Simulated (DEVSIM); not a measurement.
Structure: abrupt GaAs p-n junction, at 500 K.

```csv
layer (left to right),material,thickness (μm),Nd (cm⁻³),Na (cm⁻³),τn (s),τp (s)
1,GaAs,2.50,-,4.4e17,1e-9,1e-9
2,GaAs,130,8.3e16,-,1e-9,1e-9
```

Left contact: ohmic. Right contact: ohmic. Voltage is applied to the left contact. Recombination: SRH at mid-gap. Mobility is μmin + (μ − μmin)/(1 + (N/Nref)^α).

The device is made up for the run: typed textbook-type constants, with dimensions and the other settings drawn at random. Values at 300 K; Nc and Nv go as T^1.5, mobilities as T to minus their exponent, the gap by Varshni's rule with the affinity fixed.

```
parameter             GaAs
----------------  --------
gap (eV)             1.424
affinity (eV)         4.07
permittivity          12.9
Nc (cm⁻³)           4.7e17
Nv (cm⁻³)             9e18
μn (cm²/Vs)           8500
μp (cm²/Vs)            400
μn,min                 500
μp,min                  20
Nref,n                6e16
Nref,p              1.5e17
αn                    0.39
αp                    0.38
T exponent of μn       2.1
T exponent of μp       2.2
Varshni α (eV/K)  0.000541
Varshni β (K)          204
```

Simulated with DEVSIM: 1D drift-diffusion, Boltzmann statistics, complete ionisation; no tunnelling, impact ionisation, image-force lowering or self-heating.

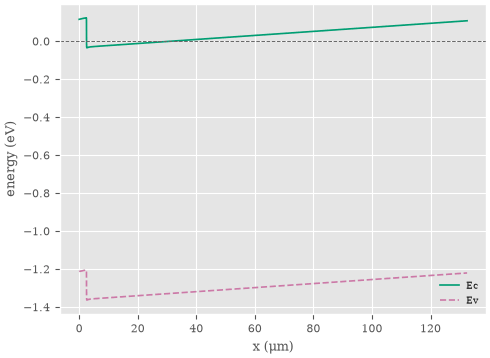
Figure: Band edges at 1.05 V on the left contact

Energies count from the Fermi level of the right contact; mesh points crowd at the junctions.

```json
[
 {"x (μm)": "0.000", "Ec (eV)": "0.115", "Ev (eV)": "-1.213", "n (cm⁻³)": "1800000", "p (cm⁻³)": "4.4e17", "field (V/cm)": "36"},
 {"x (μm)": "0.04212", "Ec (eV)": "0.116", "Ev (eV)": "-1.213", "n (cm⁻³)": "3.6e13", "p (cm⁻³)": "4.4e17", "field (V/cm)": "36"},
 {"x (μm)": "0.1641", "Ec (eV)": "0.116", "Ev (eV)": "-1.212", "n (cm⁻³)": "1.4e14", "p (cm⁻³)": "4.4e17", "field (V/cm)": "36"},
 {"x (μm)": "0.4883", "Ec (eV)": "0.117", "Ev (eV)": "-1.211", "n (cm⁻³)": "4.1e14", "p (cm⁻³)": "4.4e17", "field (V/cm)": "35"},
 {"x (μm)": "1.704", "Ec (eV)": "0.121", "Ev (eV)": "-1.207", "n (cm⁻³)": "1.5e15", "p (cm⁻³)": "4.4e17", "field (V/cm)": "31"},
 {"x (μm)": "2.235", "Ec (eV)": "0.123", "Ev (eV)": "-1.206", "n (cm⁻³)": "2.0e15", "p (cm⁻³)": "4.4e17", "field (V/cm)": "28"},
 {"x (μm)": "2.418", "Ec (eV)": "0.123", "Ev (eV)": "-1.205", "n (cm⁻³)": "2.2e15", "p (cm⁻³)": "4.4e17", "field (V/cm)": "22"},
 {"x (μm)": "2.497", "Ec (eV)": "0.082", "Ev (eV)": "-1.246", "n (cm⁻³)": "6.1e15", "p (cm⁻³)": "1.7e17", "field (V/cm)": "-43000"},
 {"x (μm)": "2.537", "Ec (eV)": "-0.021", "Ev (eV)": "-1.349", "n (cm⁻³)": "6.7e16", "p (cm⁻³)": "1.5e16", "field (V/cm)": "-8100"},
 {"x (μm)": "2.646", "Ec (eV)": "-0.035", "Ev (eV)": "-1.363", "n (cm⁻³)": "9.2e16", "p (cm⁻³)": "9.2e15", "field (V/cm)": "55"},
 {"x (μm)": "2.968", "Ec (eV)": "-0.033", "Ev (eV)": "-1.361", "n (cm⁻³)": "8.9e16", "p (cm⁻³)": "5.6e15", "field (V/cm)": "50"},
 {"x (μm)": "4.446", "Ec (eV)": "-0.029", "Ev (eV)": "-1.357", "n (cm⁻³)": "8.3e16", "p (cm⁻³)": "4.9e14", "field (V/cm)": "15"},
 {"x (μm)": "7.939", "Ec (eV)": "-0.025", "Ev (eV)": "-1.353", "n (cm⁻³)": "8.3e16", "p (cm⁻³)": "1.4e12", "field (V/cm)": "11"},
 {"x (μm)": "18.26", "Ec (eV)": "-0.014", "Ev (eV)": "-1.342", "n (cm⁻³)": "8.3e16", "p (cm⁻³)": "9700000", "field (V/cm)": "11"},
 {"x (μm)": "65.68", "Ec (eV)": "0.037", "Ev (eV)": "-1.292", "n (cm⁻³)": "8.3e16", "p (cm⁻³)": "9600000", "field (V/cm)": "11"},
 {"x (μm)": "108.1", "Ec (eV)": "0.082", "Ev (eV)": "-1.247", "n (cm⁻³)": "8.3e16", "p (cm⁻³)": "9600000", "field (V/cm)": "11"},
 {"x (μm)": "124.1", "Ec (eV)": "0.099", "Ev (eV)": "-1.230", "n (cm⁻³)": "8.3e16", "p (cm⁻³)": "9600000", "field (V/cm)": "11"},
 {"x (μm)": "129.5", "Ec (eV)": "0.104", "Ev (eV)": "-1.224", "n (cm⁻³)": "8.3e16", "p (cm⁻³)": "9600000", "field (V/cm)": "11"},
 {"x (μm)": "131.8", "Ec (eV)": "0.107", "Ev (eV)": "-1.222", "n (cm⁻³)": "8.3e16", "p (cm⁻³)": "9600000", "field (V/cm)": "11"},
 {"x (μm)": "132.3", "Ec (eV)": "0.107", "Ev (eV)": "-1.221", "n (cm⁻³)": "8.3e16", "p (cm⁻³)": "9600000", "field (V/cm)": "11"},
 {"x (μm)": "132.4", "Ec (eV)": "0.108", "Ev (eV)": "-1.221", "n (cm⁻³)": "8.3e16", "p (cm⁻³)": "9600000", "field (V/cm)": "11"},
 {"x (μm)": "132.5", "Ec (eV)": "0.108", "Ev (eV)": "-1.221", "n (cm⁻³)": "8.3e16", "p (cm⁻³)": "9600000", "field (V/cm)": "11"}
]
```
